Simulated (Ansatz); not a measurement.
# HRu₂ (charge −1): what the fields show

Input

```
crystal:
  periodic: [false, false, false]
  atoms:
    - {symbol: Ru, position_ang: [0.585297, -0.127867, 0.213059]}
    - {symbol: Ru, position_ang: [-1.193794, -0.459130, 1.066957]}
    - {symbol: H, position_ang: [0.608496, 0.587007, -1.280016]}
basis:
  gaussian: {orbitals: def2-TZVPD, initial_orbitals: start.molden}
total_charge: -1
hamiltonian: {xc: pbe0, dispersion: d4}
output: {forces: true, orbitals: {seedname: orbitals}}
```

Launched as:

```sh
ansatz run in.yaml --threads 4 --pin off --events-out ev --progress --plain --max-ram 3916MiB
```

Geometry: r2SCAN-D4/def2-TZVPD; core potentials replace the inner electrons of Ru; the highest occupied orbital lies above zero, a sign that basis and functional describe the outermost electron poorly; not at a stationary point (largest force 0.7 eV/Å).

Method: RKS PBE0-D4/def2-TZVPD in Ansatz 0.2.0.

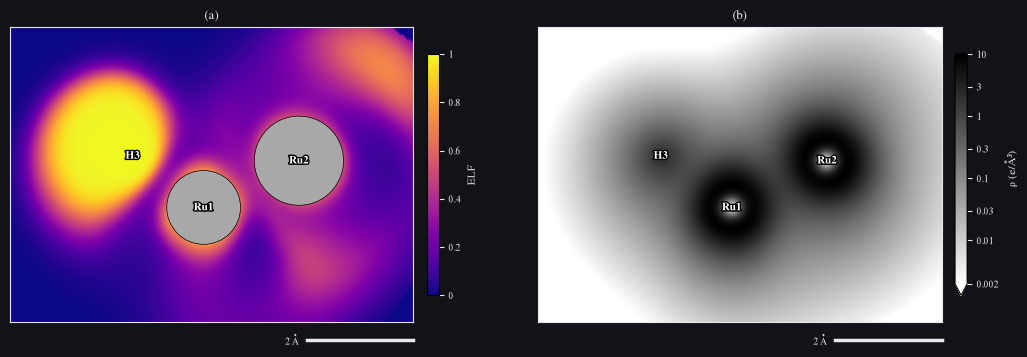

Figure 1. (a) electron localisation function; (b) electron density on the molecular plane. Grey discs cover the atomic cores in the ELF map.

Question: What do the fields say about this system?

Answer: Atoms in the plane: Ru and H.
Ru–Ru (2.00 Å): ρ at the midpoint is about 1.5 e/Å³; the ELF is about 0.40 at the midpoint.
Ru–H (1.66 Å): ρ at the midpoint is about 1.6 e/Å³; the ELF climbs to about 1 towards the hydrogen.

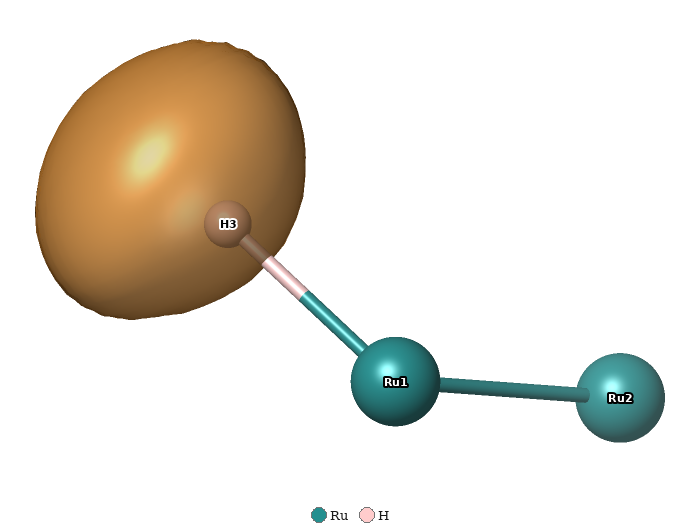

Figure 2. Isosurface of the ELF at 0.9 (orange), seen at an oblique angle. Core shells and regions of very low density are left out.

Question: Describe the localisation domains.

Answer: At this value the surface marks out one region around a hydrogen nucleus.

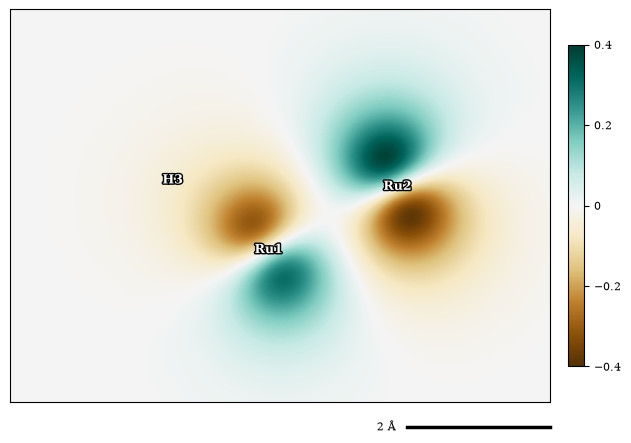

Figure 3. The HOMO−1 on a plane 0.8 Å above the molecular plane (values in Å⁻³ᐟ²; the overall sign is arbitrary).

Question: Where does this orbital lie, and at what energy?

Answer: By Hirshfeld shares it lies mainly on Ru2 (about 60 %) and Ru1 (about 40 %). Its energy is 0.26 eV.
